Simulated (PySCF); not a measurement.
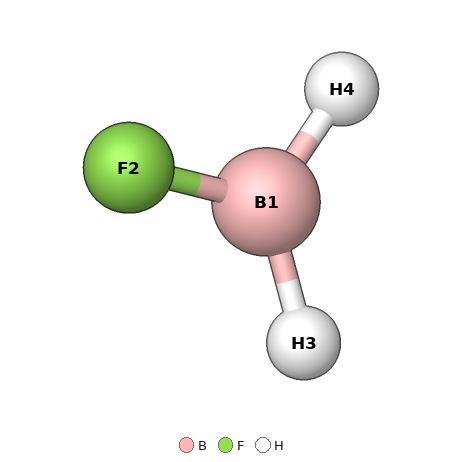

Computed geometry: GFN2-xTB optimisation. No frequency run is at hand to confirm it as a minimum. Level of theory: B3LYP/pcJ-1 indirect spin-spin coupling, non-relativistic, gas phase (PySCF 2.14.0). Isotopes: 11B, 19F, 1H.

Give the spin–spin coupling constants of these pairs, with the number of bonds between them: B1/F2, B1/H4, B1/H3, F2/H3, F2/H4, H3/H4.

```csv
pair,bonds apart,J (Hz)
"B1, F2",1,−186.8
"B1, H4",1,156.8
"B1, H3",1,156.8
"F2, H3",2,50.9
"F2, H4",2,50.9
"H3, H4",2,28.9
```

Density functionals are unreliable for couplings to fluorine, so those rows may be far off.

The geometry is semi-empirical. Around B such bond lengths and angles can be off by a tenth of an ångström or more and by several degrees, and values that hang on the shape move with them.
